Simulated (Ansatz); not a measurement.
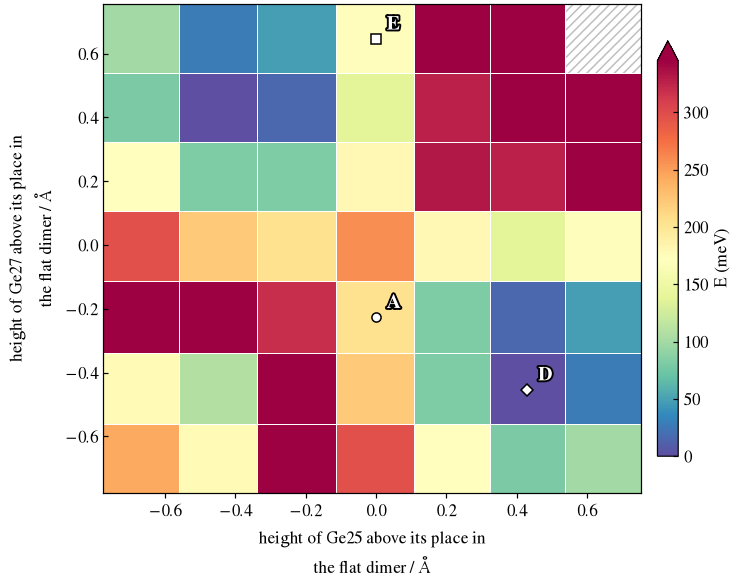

A Ge(100) slab cut from the Fd-3m phase, its lower face capped with 8 H atoms (36 atoms in the cell). Two atoms of the surface dimers are held at set heights. Coordinates scanned: (1) height of Ge25 above its place in the flat dimer; (2) height of Ge27 above its place in the flat dimer. Relaxed at each point: all atoms of the upper layers, but for the two heights. The scan uses a 7 × 7 grid; 27 points were computed and 21 follow by symmetry. At 1 point there is no value. Points are written as (first, second). All energies are given in meV relative to the lowest grid point. Theory: DFT LDA, scalar-relativistic, plane waves, PAW in Ansatz 0.2.0. Settings: cutoff 420 eV, k-mesh 3×3×1, gaussian smearing 0.05 eV, no spin polarisation.

In the figure: one coloured cell a grid point, one colour for all values above the top of the scale, hatched blanks where no value was computed, lettered points.

**Is D the lowest point of the computed grid?**

Yes. D, at (0.431 Å, −0.453 Å), has the lowest energy of the grid.

**Rank the lettered points by energy, lowest first.**

D (0 meV), E (174 meV), A (204 meV).
